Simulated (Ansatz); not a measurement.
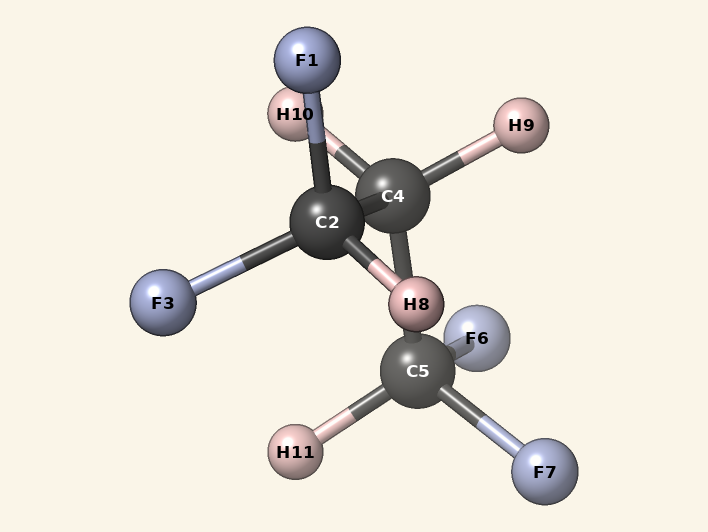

C4 lies behind C2. The molecule seen a little off the C2–C4 bond, C2 in front. Atoms fade into the background with distance from the viewer. Computed geometry: PBE0-D4/def2-TZVP optimisation.

Q: What is the torsion angle F1–C2–C4–C5? The sign is positive where the front bond must turn clockwise to cover the back bond.

A: 180°, antiperiplanar (anti). The bonds about C2–C4 are staggered.
